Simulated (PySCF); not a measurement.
```xyz
20

C     2.3768   -0.4206   -0.6659
C     1.1424   -0.7995    0.0478
C    -0.0486    0.0777    0.0658
C    -1.3619   -0.7125    0.0966
C    -1.5295   -1.5707   -1.1498
O     0.0253    0.8832    1.2418
Si   -0.3427    2.4366    1.4679
H     3.0389    0.1705   -0.0199
H     2.9382   -1.3043   -0.9699
H     2.1510    0.1851   -1.5424
H     1.1951   -1.5736    0.7958
H    -0.0416    0.7358   -0.8137
H    -1.3627   -1.3400    0.9896
H    -2.1873   -0.0031    0.1831
H    -2.4655   -2.1218   -1.1073
H    -0.7085   -2.2796   -1.2310
H    -1.5342   -0.9507   -2.0436
H     0.3669    3.2922    0.5081
H    -1.7778    2.7006    1.3089
H     0.1206    2.6053    2.8350
```

Geometry: GFN2-xTB.

Computed with UKS B3LYP, pcH-1 on C H O Si, non-relativistic, mean-field spin-orbit, GIAO (PySCF 2.14.0, density-fitted response routines).

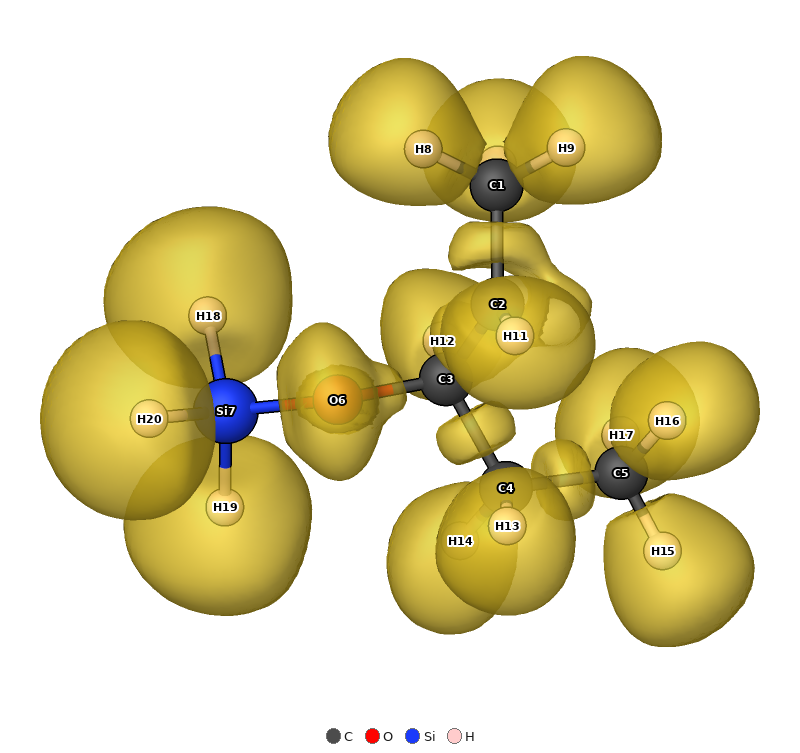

C$_{5}$H$_{13}$OSi (doublet). Isosurface of the electron localisation function at 0.75 (yellow), seen at a tilt. Only the valence region is drawn (cores and ρ < 0.01 e/Å³ removed).

Describe the localisation domains.

The ELF exceeds this value in two regions between bonded C–C atoms (shared pairs), 13 regions around hydrogen nuclei and one region on O in which the atom's valence shell and bonds are merged.

Values along the shortest contacts:
C–O (1.43 Å): the ELF peaks at about 0.85 between the atoms; a shared but strongly polarised pair. C–C (1.48 Å): the ELF peaks at about 0.95 between the atoms, as expected for a shared electron pair.
